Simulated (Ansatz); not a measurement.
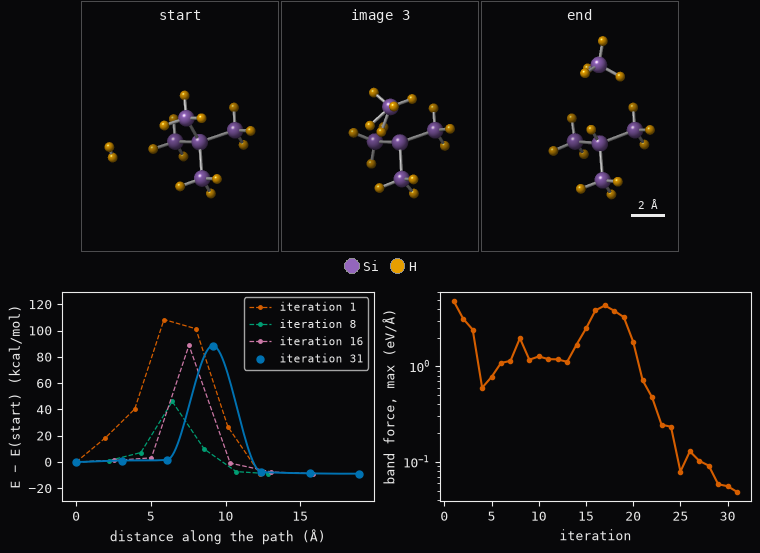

NEB run on Si₅H₁₄, made up at the start of Si₅H₁₂ and H2. Images are numbered from 0 (start) to 6 (end). The plot follows the band through its iterations. A ball-and-stick model, seen at a tilt.

These are results of Ansatz 0.2.0, RHF/def2-SVP, not measurements. Settings: 5 movable images; climbing image; force threshold 0.05 eV/Å; iteration limit 60; starting path through a guess of the saddle point.

### How did the profile develop, and is the result final?

The run is converged, with reservations. The band converged in 31 iterations. The largest component of the band force went from 4.8 to 0.048 eV/Å. The climbing image converged on the top of the path. Its vibrational analysis gives 3 imaginary modes over 30i cm⁻¹, so it isn't confirmed as a transition state. The first iteration put the highest image at 108.4 kcal/mol. The highest point, image 3, lies 88.5 kcal/mol above the start and 97.4 kcal/mol above the end; the end is at −8.9 kcal/mol relative to the start.

Limits of the set-up: the start holds two separate molecules, 3.6 Å apart at their closest, whose relative position is a soft coordinate and is computed without a dispersion correction; Hartree-Fock leaves out electron correlation.

Cost: 5.6 min on 4 threads of Arm Neoverse V1 (shared host), peak memory 0.5 GiB.
